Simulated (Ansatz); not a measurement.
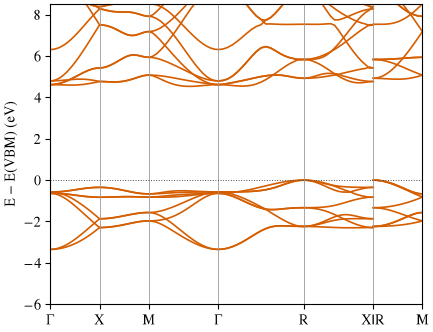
Band structure from plane-wave PAW r²SCAN (Ansatz code)

**Question.** Read off the gap and where the band edges lie.

**Answer.** About 4.5 eV (4.53 eV by a search for the band edges); maximum at R, minimum on the M–Γ line, 58 % of the way from M.

**Question.** Pick the material that matches.
(A) C, Pn-3m (C on 2a, C on 8e)
(B) AlN, Pm-3n (Al on 6d, N on 6c)
(C) SiO2, Pn-3m (Si on 2a, O on 4b)
(D) KTaO3, cubic perovskite

**Answer.** A, C, Pn-3m (C on 2a, C on 8e)

The start of the workflow was typed in or built on a structure type; neither database checked (COD, Materials Project) lists it. It is not the phase usual at ambient conditions (space group No. 194, 227). The cell was relaxed with r²SCAN under the symmetry of its start; whether a distortion lowers the energy is not shown.

Potentials: the earlier of the program's two PAW sets.
